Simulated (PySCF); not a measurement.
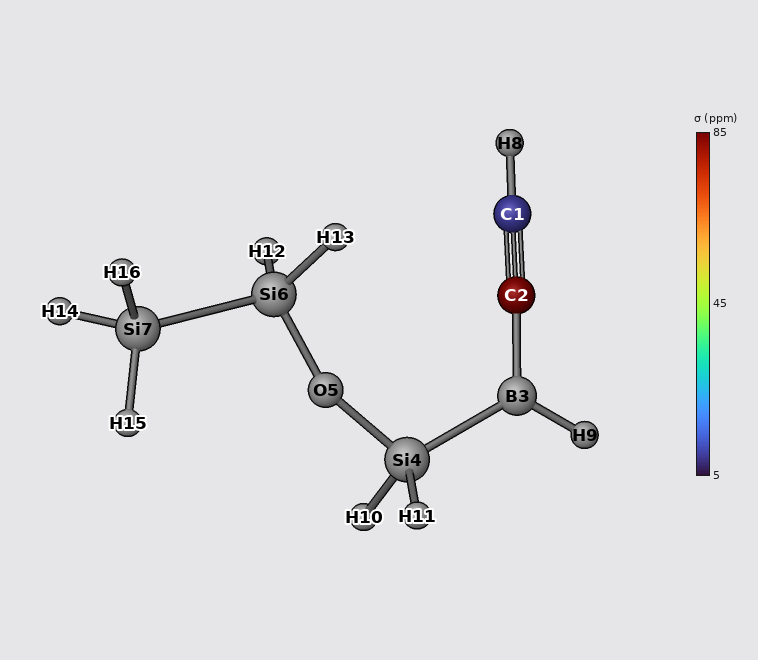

Atoms are coloured by their isotropic NMR shieldings (C only, the others grey). The computed structure is the end point of a GFN2-xTB optimisation. No frequency run is at hand to confirm it as a minimum. Level of theory: GIAO PBE0/pcSseg-1 NMR shielding, non-relativistic, gas phase (PySCF 2.14.0).

Give the isotropic NMR shieldings of the C atoms atom by atom.

```tsv
atom	σ (ppm)
C1	9.6
C2	84.5
```

The geometry is semi-empirical. Around B, Si such bond lengths and angles can be off by a tenth of an ångström or more and by several degrees, and values that hang on the shape move with them.
